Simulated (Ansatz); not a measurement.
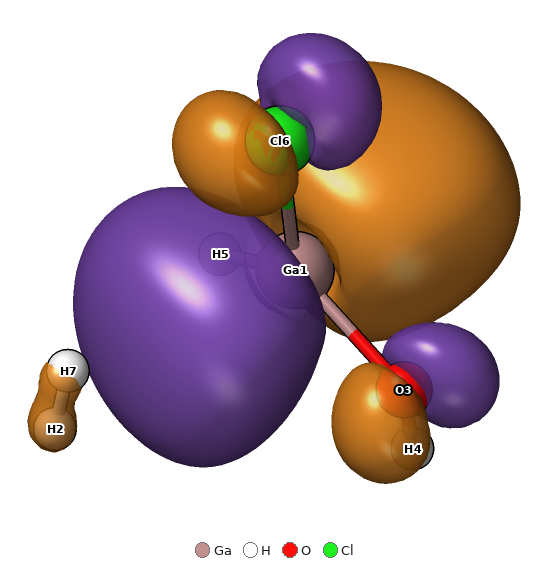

*ClGaH2O···H2. One frontier orbital at ±0.08 Å⁻³ᐟ² (orange and purple are the two phases), seen at a tilt.*

The calculation used RKS PBE/def2-mTZVP in Ansatz.

Input

```
crystal:
  periodic: [false, false, false]
  atoms:
    - { symbol: Ga, position_ang: [0.023057, 0.53104, -0.391734] }
    - { symbol: H, position_ang: [0.027289, -0.073745, 2.311631] }
    - { symbol: O, position_ang: [1.684951, -0.081414, -0.6986] }
    - { symbol: H, position_ang: [1.693627, -0.967915, -1.104171] }
    - { symbol: H, position_ang: [-1.34766, -0.157655, -0.693153] }
    - { symbol: Cl, position_ang: [0.0829, 2.586337, 0.438064] }
    - { symbol: H, position_ang: [0.036736, 0.604151, 2.087064] }
basis:
  gaussian: { orbitals: def2-mTZVP }
hamiltonian:
  xc: pbe
relax:
  f_tol: 0.03
  max_steps: 50
output:
  orbitals: {}
```

Launched as:

```sh
ansatz run input.yaml --threads 2 --pin off --max-ram 3072MiB --backend cpu --events-out ev --progress --plain --runs-dir out
```

The fields are those of the run's last geometry, not of the input's.

**Which orbital is it: HOMO or LUMO?**

The LUMO, at −1.90 eV. Its weight (Hirshfeld) is mainly on Ga1 (about 70 %), Cl6 (about 10 %) and O3 (about 10 %).
